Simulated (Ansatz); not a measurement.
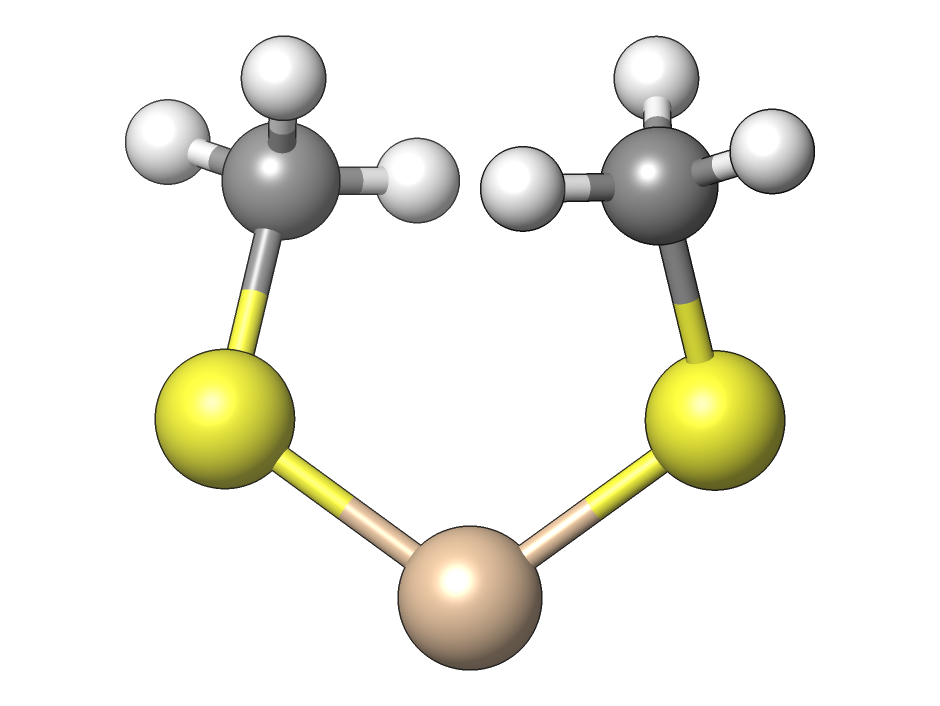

Ball-and-stick drawing of a structure. Colours: carbon grey, sulfur yellow, silicon light orange, hydrogen white.

The geometry was computed by an optimisation with PBE0-D4/def2-TZVP.

Give the formula.

Answer. C₂H₆S₂Si, 11 atoms: 2 carbon, 6 hydrogen, 2 sulfur and 1 silicon.

Write the SMILES.

Answer. CS[Si]SC

Describe its rings.

Answer. It has no ring.

What is the point group of this geometry?

Answer. C2.

How many sets of symmetry-equivalent atoms are there?

Answer. 6: 2 C, 2 S, 1 Si, 2 H, 2 H, 2 H.

The parts below concern this one geometry. Atoms keep their numbers from picture to picture.

## Levels of theory compared

Program: Ansatz 0.2.0.

Compare HOMO energy (eV) at these levels: B3LYP-D4/def2-TZVPP; BHLYP-D4/def2-TZVPP; HSE06-D4/def2-TZVPP; PBE0-D4/def2-QZVPP; PBE0-D4/def2-SVP; PBE0-D4/def2-TZVPP; SPW92 (LDA)/def2-TZVPP; r2SCAN-D4/def2-TZVPP; r2SCAN0-D4/def2-TZVPP; revPBE-D4/def2-TZVPP; ωB97M-V/def2-SVP; ωB97M-V/def2-TZVPP.

```json
{"level": "B3LYP-D4/def2-TZVPP", "HOMO energy (eV)": "−6.35"}
{"level": "BHLYP-D4/def2-TZVPP", "HOMO energy (eV)": "−7.45"}
{"level": "HSE06-D4/def2-TZVPP", "HOMO energy (eV)": "−6.15"}
{"level": "PBE0-D4/def2-QZVPP", "HOMO energy (eV)": "−6.57"}
{"level": "PBE0-D4/def2-SVP", "HOMO energy (eV)": "−6.52"}
{"level": "PBE0-D4/def2-TZVPP", "HOMO energy (eV)": "−6.54"}
{"level": "SPW92 (LDA)/def2-TZVPP", "HOMO energy (eV)": "−5.63"}
{"level": "r2SCAN-D4/def2-TZVPP", "HOMO energy (eV)": "−5.70"}
{"level": "r2SCAN0-D4/def2-TZVPP", "HOMO energy (eV)": "−6.66"}
{"level": "revPBE-D4/def2-TZVPP", "HOMO energy (eV)": "−5.47"}
{"level": "ωB97M-V/def2-SVP", "HOMO energy (eV)": "−8.51"}
{"level": "ωB97M-V/def2-TZVPP", "HOMO energy (eV)": "−8.58"}
```

## Dipole moment

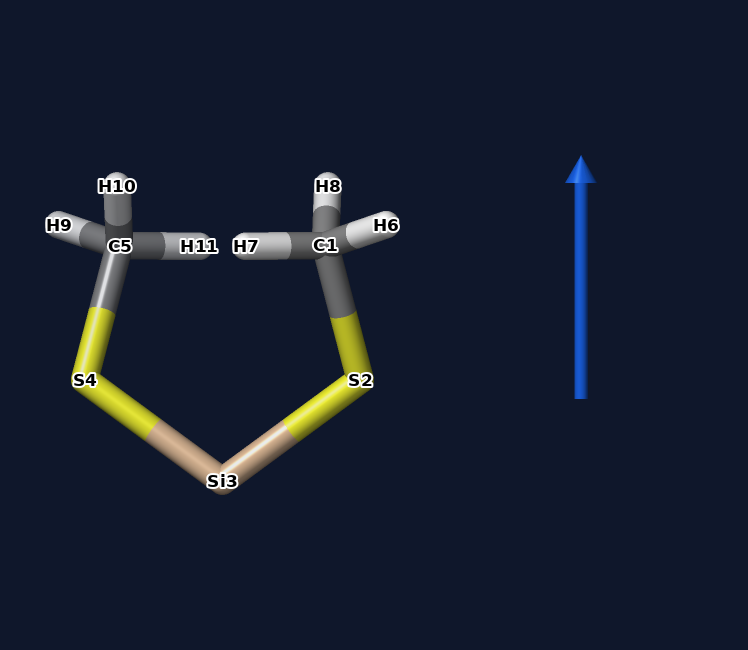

The arrow beside the molecule shows the direction of the dipole moment, from the negative to the positive end (its length means nothing). Level of theory: RKS PBE-D4/def2-TZVPP (Ansatz 0.2.0).

Estimate the dipole moment.

Answer. 3.14 D; it points from the side of Si3 to the side of H8, H10 (the outermost atoms at the two ends).

## Vibrations

Harmonic vibrations computed with RKS PBE0-D4/def2-TZVP (Ansatz 0.2.0) at a stationary point of the same level.

How many vibrational modes are there, and where do they lie?

Answer. 27 modes: 63, 121, 151, 163, 194, 232, 301, 460, 504, 721, 722, 951, 961, 965, 965, 1333, 1338, 1456, 1459, 1475, 1482, 3070, 3074, 3160, 3164, 3174, 3180 cm⁻¹.

## Charges

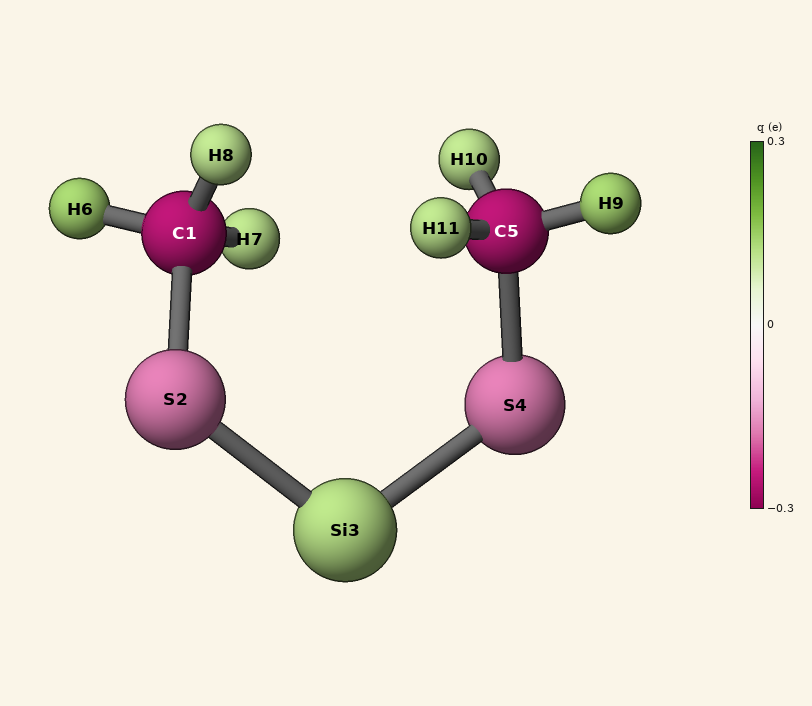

Atoms are coloured by their Mulliken charges. Level of theory: RKS PBE-D4/def2-TZVPP (Ansatz 0.2.0).

Give the Mulliken charges atom by atom.

```csv
atom,value (e)
C1,−0.25
S2,−0.17
Si3,0.12
S4,−0.17
C5,−0.25
H6,0.14
H7,0.11
H8,0.11
H9,0.14
H10,0.11
H11,0.11
```

Mulliken values depend strongly on the basis set and can even reverse the polarity of a bond.
